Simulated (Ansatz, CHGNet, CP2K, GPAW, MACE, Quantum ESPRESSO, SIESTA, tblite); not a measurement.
**tblite on random packing of 70AlN-30Al2O3 (mol %) (78 atoms): settings against a plane-wave reference**

Aim: run random packing of 70AlN-30Al2O3 (mol %) (78 atoms) in tblite and see how near its forces come to a plane-wave reference, and at what cost.

Method: the method is named at each step, in tblite 0.8.0.

## Step 1: The structure

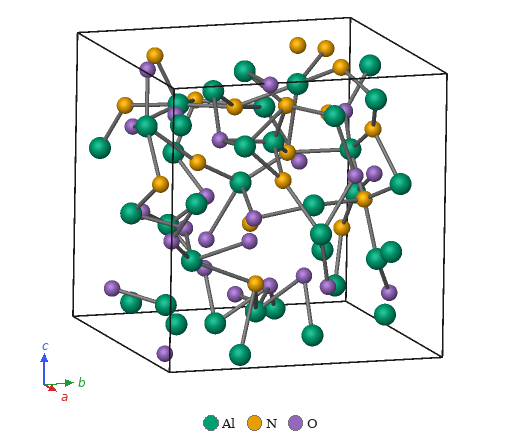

The cell as given, slightly off an axis (aluminium teal, nitrogen orange, oxygen purple). Bonds to atoms that aren't drawn are left out. Some periodic images of atoms are drawn too.

The cell holds 78 atoms: 35 Al, 19 N and 24 O. Cell: a = 9.322 Å, b = 9.322 Å, c = 9.322 Å, α = 90.0°, β = 90.0°, γ = 90.0°. 78 atoms (35 Al, 19 N, 24 O) packed at random in a cube at 3.27 g/cm³ and pushed apart as soft spheres, cations and anions kept from their own kind; a start for melting by ab initio MD, not an equilibrated structure. Then every atom was moved at random, 0.05 Å r.m.s. a Cartesian component.

The yardstick, on the same geometry:

| Quantity | Value |
| --- | --- |
| method | Kohn-Sham DFT, PBE, SSSP efficiency 1.3.0 pseudopotentials, plane waves (Quantum ESPRESSO 7.5); sssp-pbe-1.3.0-efficiency, cutoffs 60/480 Ry, Γ point |
| r.m.s. force component | 2.024 eV/Å |
| longest force | 5.888 eV/Å |
| pressure | 10.62 GPa |
| time | 12 min on 2 MPI ranks of Intel Xeon at 2.30GHz, shared host |
| CPU time | 25 min |

## Step 2: GFN1-xTB

Method: GFN1-xTB tight binding, diagonalisation.

run.py reads:

```python
import numpy as np
from ase.io import read
from tblite.ase import TBLite

atoms = read("structure.xyz")
atoms.calc = TBLite(method="GFN1-xTB", electronic_temperature=580, accuracy=1.0, max_iterations=250, mixer_damping=0.4, verbosity=1)
energy = atoms.get_potential_energy()
forces = atoms.get_forces()
print(f"energy {energy:.6f} eV")
print("forces (eV/A)")
for i, (a, f) in enumerate(zip(atoms, forces)):
    print(f"{i:4d} {a.symbol:2s} {f[0]:10.5f} {f[1]:10.5f} {f[2]:10.5f}")
stress = -atoms.get_stress(voigt=False) * 160.21766
print("stress (GPa, compression positive)")
for row in stress:
    print(" ".join(f"{x:10.4f}" for x in row))
print("charges (e)")
print(np.array2string(atoms.get_charges(), precision=4, suppress_small=True, max_line_width=110, threshold=100000))
```

structure.xyz reads:

```xyz
78
Lattice="9.32240 0.00000 0.00000 0.00000 9.32240 0.00000 0.00000 0.00000 9.32240" Properties=species:S:1:pos:R:3 pbc="T T T"
Al 7.01613 1.52486 3.12925
Al 9.29676 0.84004 5.48176
Al 1.92125 5.73896 6.96038
Al 9.04944 7.60838 3.50261
Al 8.32528 2.80958 7.07915
Al 3.77818 1.81768 1.02099
Al 8.92918 5.24646 4.18175
Al 5.00026 4.46040 0.91341
Al 7.38148 3.09830 0.02685
Al 1.09986 8.54379 0.77749
Al 1.99453 6.17423 0.32237
Al 0.71587 3.09289 5.35507
Al 6.25347 8.12680 2.69222
Al 4.21717 4.14893 5.00939
Al 7.43722 8.46959 5.36933
Al 2.12448 2.73072 7.23950
Al 6.98742 5.70139 0.45176
Al 0.71755 1.72595 0.49893
Al 8.97794 5.62439 8.05679
Al 4.76794 2.96807 8.18647
Al 2.77164 3.87858 0.11233
Al 2.63964 7.54928 2.30506
Al 4.84345 0.20379 4.32746
Al 1.57427 9.01653 3.90180
Al 6.12333 1.35296 0.87612
Al 0.64362 2.98224 2.97524
Al 2.16951 9.24474 8.18320
Al 4.54542 5.92513 8.21825
Al 9.00684 0.36451 8.03693
Al 8.10163 7.77087 1.24426
Al 7.56755 7.53446 8.22217
Al 4.77689 0.71037 7.14851
Al 4.57115 7.75847 5.98237
Al 6.12286 5.97939 4.54029
Al 6.05825 4.59221 6.67819
N 6.19716 0.70543 5.52473
N 0.60316 3.84633 7.02378
N 7.27716 4.57860 8.12988
N 5.82277 7.81236 4.58979
N 0.75903 1.39733 7.00821
N 0.08297 7.50658 8.51909
N 2.30739 1.83167 8.92182
N 7.73927 4.34629 5.76348
N 3.42729 4.18995 7.33915
N 6.21431 7.93420 6.96271
N 1.12158 5.60957 2.97925
N 3.50737 7.24873 9.10798
N 4.62251 2.52926 5.83144
N 5.90061 6.92151 8.98176
N 0.45102 8.46138 6.32534
N 4.21596 5.73262 5.91814
N 6.96122 3.74220 2.24838
N 4.10558 6.88245 3.18537
N 0.30083 9.03499 2.49150
O 5.34080 8.89087 1.35855
O 6.00325 3.98700 4.19051
[... 18 atom lines left out ...]
O 4.41649 0.83613 8.93431
O 3.33639 5.51578 1.37095
O 3.67442 3.20430 3.07770
O 6.60250 2.56841 6.96113
```

The run is started by

```
> OMP_NUM_THREADS=1 python run.py > output.txt
```

What it wrote:

```text
------------------------------------------------------------
  cycle        total energy    energy error   density error
------------------------------------------------------------
      1     -184.5482285976  -1.8469748E+02   9.9171362E-01
      2     -123.1103471131   6.1437881E+01   1.0760217E+00
      3     -88.09267180228   3.5017675E+01   1.2305397E+00
      4     -199.6450422222  -1.1155237E+02   6.0331693E-01
      5     -206.4026317296  -6.7575895E+00   4.7312877E-01
      6     -210.7521926605  -4.3495609E+00   3.6504513E-01
      7     -212.0840350389  -1.3318424E+00   3.3586886E-01
      8     -211.2545651939   8.2946985E-01   3.5348944E-01
      9     -212.1029242311  -8.4835904E-01   3.0961444E-01
     10     -215.6987624039  -3.5958382E+00   1.9328105E-01
     11     -217.1185108228  -1.4197484E+00   1.3439637E-01
     12     -217.3143095007  -1.9579868E-01   1.0133063E-01
     13     -217.4045764937  -9.0266993E-02   8.5448484E-02
     14     -217.6219918007  -2.1741531E-01   6.7368445E-02
     15     -217.7698027561  -1.4781096E-01   3.1538568E-02
     16     -217.7797653223  -9.9625662E-03   2.6863418E-02
     17     -217.7897561145  -9.9907922E-03   1.9908019E-02
     18     -217.7991368919  -9.3807774E-03   1.4159199E-02
     19     -217.8067289640  -7.5920721E-03   9.8446970E-03
     20     -217.8087144999  -1.9855359E-03   6.8824845E-03
     21     -217.8095339291  -8.1942927E-04   5.7482891E-03
     22     -217.8103600780  -8.2614888E-04   4.0701512E-03
     23     -217.8105709012  -2.1082315E-04   3.6763058E-03
     24     -217.8109575333  -3.8663210E-04   1.9311208E-03
     25     -217.8110484024  -9.0869139E-05   1.3196499E-03
     26     -217.8111134356  -6.5033176E-05   7.2180226E-04
     27     -217.8111286449  -1.5209330E-05   4.0328920E-04
     28     -217.8111368365  -8.1915894E-06   1.5718745E-04
     29     -217.8111369368  -1.0033224E-07   1.4853547E-04
     30     -217.8111375085  -5.7164337E-07   7.9385714E-05
     31     -217.8111375934  -8.4894396E-08   6.4941820E-05
     32     -217.8111377437  -1.5034465E-07   3.5850613E-05
     33     -217.8111377684  -2.4646880E-08   2.4584667E-05
     34     -217.8111377879  -1.9534468E-08   1.2288078E-05
------------------------------------------------------------
 total:                                  14.757 sec
energy -5926.942951 eV
forces (eV/A)
   0 Al    0.14957    3.50144    0.18620
   1 Al   -0.01992   -1.66265   -2.16166
   2 Al    0.49810    2.01174   -2.49544
   3 Al   -0.99788   -2.27967    1.81527
   4 Al   -0.46637   -0.13115    0.13015
   5 Al   -1.41490   -0.82536    3.29674
   6 Al   -0.70164   -0.78117    0.26324
   7 Al    0.01176    0.05511    3.84864
   8 Al    1.24135    1.13505    1.01264
   9 Al   -0.15957    0.00305    0.92133
  10 Al   -1.64152   -0.02818    0.08706
  11 Al    1.02733    1.45286   -2.54778
  12 Al   -1.87488   -1.24249   -1.11994
  13 Al   -1.37375   -2.59921   -4.05310
  14 Al    0.79977   -0.22677    1.51111
  15 Al    1.79360   -1.32555   -0.01997
  16 Al    1.87516   -1.74829    2.97398
  17 Al   -1.22451    1.62679    2.32465
  18 Al    0.59226   -1.40332   -1.62450
  19 Al    1.21304   -0.77244   -1.36642
  20 Al   -2.72503    0.05398    1.14341
  21 Al    1.70914   -1.24424    0.67608
  22 Al   -1.92627    1.99776   -0.53544
  23 Al    2.59080    2.33272    2.00841
[...]
70 O     0.08601   -2.13983   -1.00250
  71 O    -1.06869   -3.96710    0.47362
  72 O    -1.25069   -1.93005   -1.10075
  73 O    -1.32550   -1.36400    1.50123
  74 O     2.50527    0.61577   -2.45628
  75 O     1.72172    0.21659   -0.65054
  76 O     2.38386    0.42579   -0.65720
  77 O    -1.56729    1.82746    0.34461
stress (GPa, compression positive)
   31.9481     0.3938     1.5021
    0.3938    35.0426    -2.3951
    1.5021    -2.3951    34.6309
charges (e)
[ 0.3606  0.3735  0.275   0.2408  0.4404  0.438   0.3655  0.251   0.3115  0.2897  0.3476  0.4059  0.3232
  0.4205  0.2946  0.3663  0.3724  0.3829  0.4079  0.2047  0.342   0.3258  0.4587  0.4537  0.297   0.5254
  0.4245  0.2203  0.4291  0.3334  0.353   0.4781  0.4339  0.3249  0.2819 -0.1327 -0.2529 -0.2739 -0.1937
 -0.2107 -0.2594 -0.2122 -0.103  -0.2792 -0.236   0.0279 -0.1421 -0.0423 -0.2117 -0.1201 -0.1968 -0.0495
 -0.1017 -0.2262 -0.4219 -0.358  -0.3963 -0.3233 -0.3376 -0.3372 -0.4389 -0.4625 -0.3905 -0.3805 -0.3996
 -0.357  -0.372  -0.4059 -0.4603 -0.4196 -0.2905 -0.4325 -0.4609 -0.4522 -0.3817 -0.3678 -0.2859 -0.405 ]
```

The job ended after 15 s (1 thread of Intel Xeon at 2.30GHz, shared host; peak memory 0.12 GiB).

Banners, paths, timers and routine set-up lines are dropped from the logs unmarked, and long logs keep their key lines alone; longer cuts are marked.

Compared with the plane-wave run:

- r.m.s. force component: 1.605 eV/Å
- r.m.s. difference of force components: 959.4 meV/Å
- longest difference of force vectors: 3021 meV/Å
- force difference over r.m.s. force: 47.4 %
- slope of forces against the reference's: 0.7021
- correlation of force components: 0.8854
- pressure: 33.87 GPa
- pressure difference: 23.25 GPa

Length of the force difference by element (eV/Å):

| element | atoms | mean | most |
| --- | --- | --- | --- |
| Al | 35 | 1.5 | 3.0 |
| N | 19 | 1.9 | 2.9 |
| O | 24 | 1.3 | 2.7 |

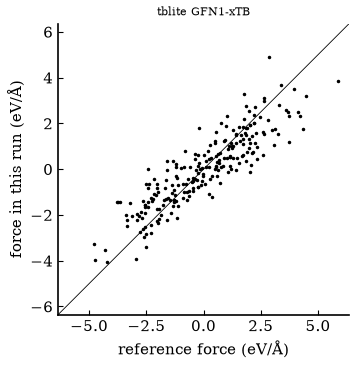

Force components against those of the reference; the line marks equality.

The surroundings of O66, which bears the longest force, nearest first, numbered as they follow in the input and with coordinates relative to it.

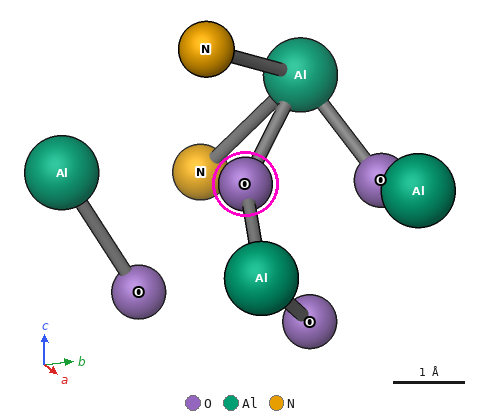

The atoms of the table, within 2.6 Å (arrows a, b, c point along x, y, z); some may hide others; the central atom is ringed.

| atom | x | y | z | distance (Å) | Mulliken charge (e) | Fx | Fy | Fz (eV/Å) |
| --- | --- | --- | --- | --- | --- | --- | --- | --- |
| O66 | 0.00 | 0.00 | 0.00 | 0.00 | -0.36 | 1.16 | -3.92 | 3.09 |
| Al33 | 1.56 | -0.35 | -0.92 | 1.85 | 0.43 | -2.97 | -1.50 | 1.15 |
| Al27 | -0.84 | 1.14 | 1.28 | 1.91 | 0.42 | 2.30 | -0.59 | -2.05 |
| O63 | -0.01 | 2.08 | -0.12 | 2.08 | -0.39 | 0.53 | 4.91 | 0.66 |
| O60 | 0.11 | 1.00 | -2.08 | 2.31 | -0.34 | 2.82 | -0.43 | -3.39 |
| O73 | -1.02 | -1.17 | -1.79 | 2.36 | -0.46 | -1.25 | -1.93 | -1.10 |
| N47 | 0.50 | -0.86 | 2.20 | 2.42 | -0.14 | -1.75 | 0.49 | -0.46 |
| Al3 | -1.09 | -2.37 | 0.06 | 2.61 | 0.28 | 0.50 | 2.01 | -2.50 |
| Al32 | 1.77 | 1.92 | 0.24 | 2.62 | 0.48 | 1.51 | -0.29 | -1.36 |
| N50 | -2.56 | 0.35 | -0.58 | 2.65 | -0.12 | -1.57 | 1.52 | -0.66 |

Atoms are counted from 1 here, from 0 in the log.

Forces lie 47 % from the reference's, at 0.010 times its CPU time (on 1 against 2 cores).

## Step 3: Outcome

| Property | Result |
| --- | --- |
| force difference from the reference | tblite GFN1-xTB, 47 % |
| its CPU time | 15 s |

Tight binding differs by 47 % (tblite GFN1-xTB); it is another model, with fitted parameters of its own, and the xTB methods hold dispersion. One electronic-structure run takes under half the reference's CPU time: tblite GFN1-xTB, at 47 % in 15 s against 25 min; its pressure misses by +23.3 GPa. Periodic xTB results under one method name differ between programs and library versions. The reference's pressure holds the uncorrected Pulay stress of its 60 Ry basis, so small pressure differences, and their order, may be the reference's own error. The reference's stress is far from hydrostatic: its diagonal is 7.8, 11.3, 12.7 GPa, compression counted positive. The reference's pressure of 11 GPa belongs to a cell and atoms that aren't relaxed at this level. The electronic-structure runs sample only Γ, in a cell whose shortest periodic width is 9 Å, which is coarse for a cell with partly filled levels.

[Also dropped from logs without a mark: logging warnings of Python, and SIESTA's first energy breakdown and zero terms.]

[Logs are printed without paths, hosts, clocks, repeated set-up lines and the standing remarks that a program may print on its own settings, such as how far it seeks lower states.]

[Hosts, paths, dates, database ids (printed as entryN), source tags and the programs' standing remarks are cut or masked in the printed files.]
